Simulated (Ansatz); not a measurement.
C11b WSi₂, treated with PBE+SOC (PAW; Ansatz, a program for electronic structure).

Run with plane-wave cutoff 520 eV, 24×24×24 k mesh, Fermi–Dirac smearing 0.05 eV, PAW data made under PBE.

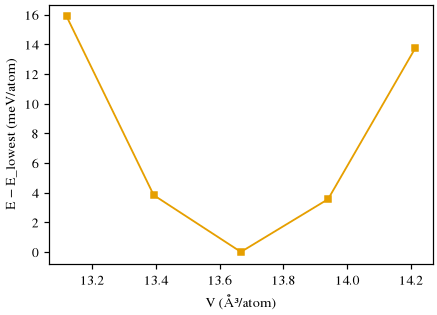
Figure. Total energy against volume

Problem. From the curve, estimate the equilibrium volume and the bulk modulus.

Solution. V0 ≈ 13.7 Å³/atom and B0 ≈ 220 GPa; the fit gives V0 = 13.667 Å³/atom, B0 = 216 GPa, B′ = 4.4.

Shape and atoms are relaxed at each volume.

Note: the bulk modulus comes from volumes at which shape and atoms were relaxed.
